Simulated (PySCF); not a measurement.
C$_{5}$H$_{8}$, SMILES `CC1=CC1C`.

Computed with PySCF, PBE0/def2-SVPD, geometry: GFN2-xTB. No frequency check shows the geometry to be a minimum.

Input script:

```python
import numpy as np
from pyscf import gto, scf, dft, tdscf
from pyscf.scf import atom_ks, atom_hf
from scipy.linalg import block_diag

def solve(mol, dm0=None, hcore=None):
    mf = (dft.UKS if mol.spin else dft.RKS)(mol, xc='pbe0')
    mf.grids.level = 3
    mf = mf.density_fit(auxbasis='def2-universal-jkfit')
    mf.conv_tol, mf.max_cycle = 1e-8, 80
    if hcore is not None:
        mf.get_hcore = lambda *args: hcore
    mf.kernel(dm0)
    if not mf.converged:
        mf = mf.newton().run(mf.mo_coeff, mf.mo_occ, max_cycle=30)
    assert mf.converged, 'SCF not converged'
    return mf

mol = gto.M(atom='''
C     -1.92091    -0.58237     0.04768
C     -0.68570     0.20312    -0.03132
C      0.01025     1.28063     0.18919
C      0.73878     0.16399    -0.50451
C      1.77973    -0.65696     0.22785
H     -2.24140    -0.87088    -0.95395
H     -1.74340    -1.49608     0.61582
H     -2.71526    -0.01274     0.52734
H      0.09687     2.26674     0.57336
H      0.94057     0.25488    -1.57155
H      1.54397    -0.70811     1.28898
H      1.81768    -1.67134    -0.16811
H      2.76806    -0.21301     0.11478
''', basis='def2-svpd', charge=0, spin=0, verbose=4)
mf = solve(mol)
td = mf.TDA()
td.nstates, td.singlet, td.conv_tol = 6, False, 1e-5
td.kernel()
td.analyze()
x, y = np.array([p[0] for p in td.xy]), np.array([p[1] + 0 * p[0] for p in td.xy])
f, mu = np.zeros(len(td.e)), np.zeros((len(td.e), 3))
nto = [td.get_nto(state=i + 1, verbose=4) for i in range(len(td.e))]
# spherically averaged free atoms, for the promolecule
atm = atom_ks.get_atm_nrks(mol, xc='pbe0')
pro = block_diag(*[(atm[a[0]][2] * atm[a[0]][3]) @ atm[a[0]][2].T for a in mol._atom])
np.savez('result.npz', e=td.e, f=f, ok=td.converged, w=[n[0] for n in nto], nto=[n[1] for n in nto], x=x, y=y, c=mf.mo_coeff, occ=mf.mo_occ, eps=mf.mo_energy, pro=pro, mu=mu)
```

Run with:

```sh
OMP_NUM_THREADS=1 python input.py
```

The run took 15 min on 1 thread of Intel(R) Xeon(R) Processor @ 2.50GHz (Skylake/Cascade Lake), on a shared host, peak memory 0.83 GiB.

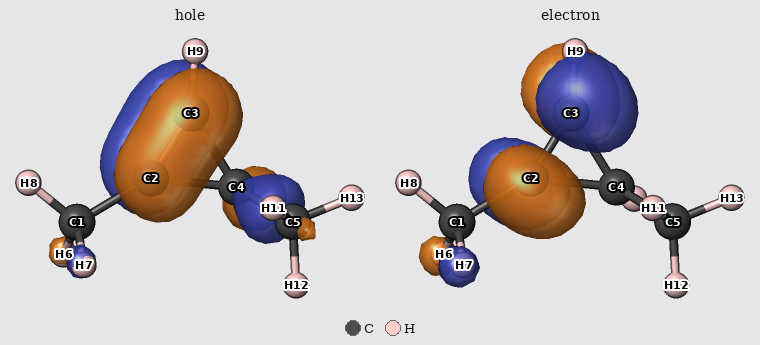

Leading natural transition orbital pair of T₁ (TDA triplet states); the surfaces enclose about 70 % of each orbital's density.

Question: Where does the state lie, and where do hole and electron sit?

Answer: 4.13 eV (300 nm), spin-forbidden from the singlet ground state; the leading pair carries 100 %; hole on C3 (37 %), C2 (31 %) and C4 (9 %), electron on C3 (37 %), C2 (35 %) and H9 (7 %); their centroids lie 0.2 Å apart. In canonical orbitals it is mainly HOMO → LUMO (95 %). The HOMO–LUMO gap is 7.24 eV.
